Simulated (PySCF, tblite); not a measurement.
# C5H12BN: geometry, infrared bands and NMR shifts

What infrared bands and NMR shifts should C5H12BN (`NB1CCCCC1`) show?

Programs: tblite 0.8.0 and PySCF 2.14.0, with density-fitted response routines of our own. Each step states its level of theory. These are calculated values for one molecule in the gas phase, unless marked as measured. Atoms are numbered from 0 throughout.

## Step 1: The molecule as given

19 atoms, charge 0, multiplicity 1; geometry from: force field or distance geometry start.

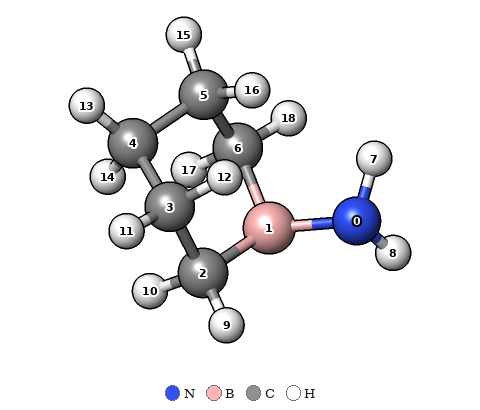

As it starts; nitrogen blue, boron pink, carbon grey, hydrogen white, atoms numbered.

## Step 2: Optimising the geometry with GFN2-xTB

What the job is given:

```
{"job": {"kind": "relax", "xc": "GFN2-xTB", "basis": "xTB"}, "charge": 0, "multiplicity": 1}
N      1.730500    -1.157700     1.065700
B      0.908900    -0.835600    -0.202100
C     -0.559600    -1.424500    -0.310500
C     -1.444700    -0.402200     0.413700
C     -1.290200     0.884000    -0.341900
C      0.043900     1.456900     0.091800
C      1.072400     0.667700    -0.719000
H      2.058500    -0.249500     1.507900
H      2.555200    -1.696800     0.730200
H     -0.672500    -2.430400     0.113600
H     -0.893200    -1.396900    -1.387900
H     -2.494200    -0.735600     0.498700
H     -0.964800    -0.232000     1.420500
H     -2.121800     1.579100    -0.211500
H     -1.146400     0.598700    -1.412700
H      0.091200     2.535900    -0.102500
H      0.214300     1.208700     1.169800
H      0.801500     0.622600    -1.794400
H      2.101300     1.016700    -0.537100
```

Started as:

```console
OMP_NUM_THREADS=1 python probes_run.py task.json out
```

The driver reads the jobs from task.json and runs them one after another.

**Question.** This job is followed by: GFN2-xTB harmonic vibrations, gas phase; GIAO PBE0/pcSseg-1 NMR shielding, non-relativistic, gas phase. Predict these results of the whole session: strongest single infrared mode (GFN2-xTB); zero-point energy (GFN2-xTB); 13C shifts against TMS (PBE0/pcSseg-1, means over atoms taken as alike); 1H shifts against TMS (PBE0/pcSseg-1, means over atoms taken as alike); 15N shifts against NH3 (PBE0/pcSseg-1); 11B shifts against BF3·OEt2 (PBE0/pcSseg-1).

**Answer**, as computed:

| quantity | value |
| --- | --- |
| strongest single infrared mode (GFN2-xTB) | 612 cm⁻¹, 207 km/mol |
| zero-point energy (GFN2-xTB) | 106.5 kcal/mol |
| 13C shifts against TMS (PBE0/pcSseg-1, means over atoms taken as alike) | 32.3, 30.6, 21.3 ppm |
| 1H shifts against TMS (PBE0/pcSseg-1, means over atoms taken as alike) | 3.74, 1.62, 1.49, 0.80 ppm |
| 15N shifts against NH3 (PBE0/pcSseg-1) | 104.7 ppm |
| 11B shifts against BF3·OEt2 (PBE0/pcSseg-1) | 43.3 ppm |

In words: Relaxing lowered the energy by 1.948 eV in 96 steps; the close pair that moved most is N0–B1, from 1.545 to 1.383 Å. All 51 modes are real, so the xTB geometry is a minimum. The strongest single mode, at 612 cm⁻¹, moves mainly H7 and H8. GFN2-xTB is a fitted tight-binding method: band positions and strengths are rough. Its intensities can rank the bands wrongly. At PBE0/pcSseg-1: The widest tensor belongs to N0: span 130 ppm, with a paramagnetic part of -151 ppm.
